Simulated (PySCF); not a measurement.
**AgH: density, localisation and related maps**

```yaml
atoms:
  - { symbol: Ag, position_ang: [0.0000, 0.0000, -0.0151] }
  - { symbol: H, position_ang: [0.0000, 0.0000, 1.6069] }
```

Core potentials replace the inner electrons of Ag.

Level of theory: PBE0/cc-pVDZ(-PP), non-relativistic Hamiltonian with scalar-relativistic core potentials where named, at a bond length of 1.622 Å in PySCF.

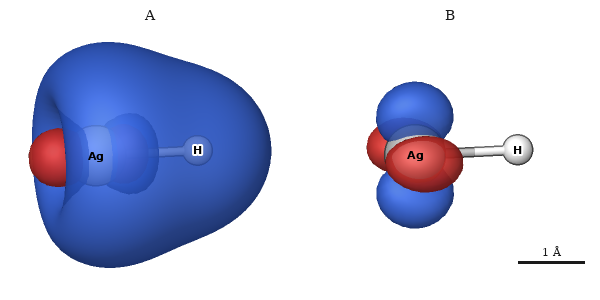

Figure 1. Two frontier orbitals, each drawn at the value that holds 80 % of its norm (blue and red are the two phases), in no order; of a degenerate pair one member is drawn.

### Label each orbital by symmetry, say whether it is occupied, and order them by energy.

Orbital B: δ, occupied, −9.29 eV; almost wholly on Ag.
Orbital A: σ, occupied, −6.77 eV; mainly on Ag (70 %).

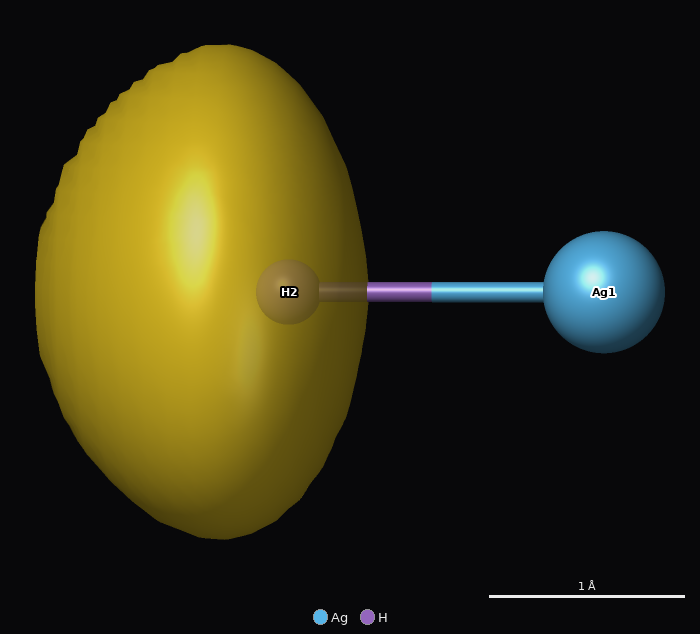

Figure 2. Isosurface of the electron localisation function at 0.8 (yellow), seen from one side. Only the valence region is drawn (cores and ρ < 0.01 e/Å³ removed).

### Describe the localisation domains.

The surface consists of one region around a hydrogen nucleus. Along the contacts the grid gives the following. Ag–H (1.62 Å): the ELF climbs to about 1 towards the hydrogen.

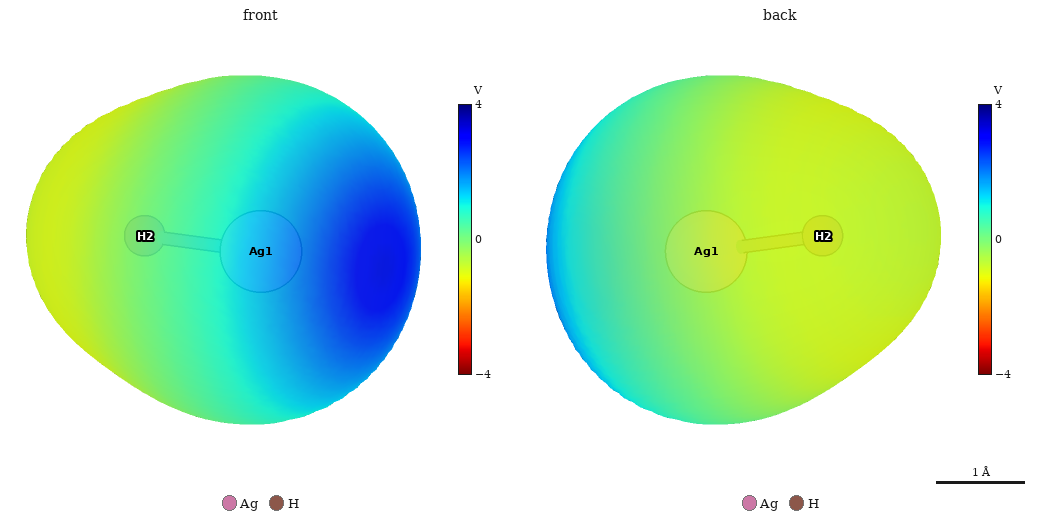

Figure 3. The electrostatic potential painted on the density surface at 0.002 e/bohr³, seen from the front and from behind; the colour scale runs from red (negative) to blue (positive).

### Which sites attract a positive test charge, and which a negative one?

A positive charge is drawn to the negative regions and a negative charge to the positive ones. The most negative region (about −0.9 V) lies over H2, the most positive (about +3.2 V) over Ag1.

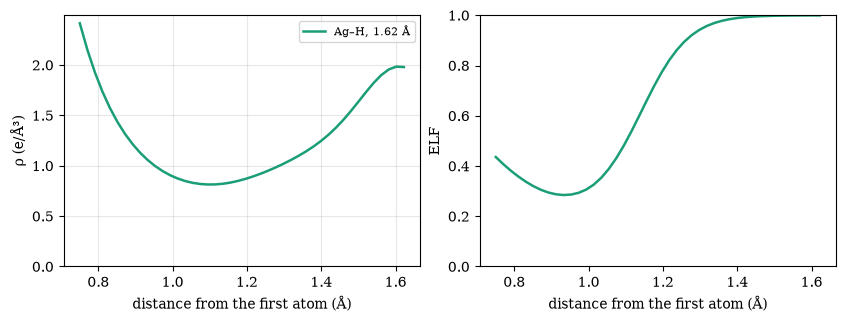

Figure 4. Electron density and ELF along straight lines between neighbouring atoms. The curves leave out the atomic cores.

### What can be read from the curves?

Ag–H (1.62 Å): ρ at the midpoint is about 1.7 e/Å³; the ELF climbs to about 1 towards the hydrogen.
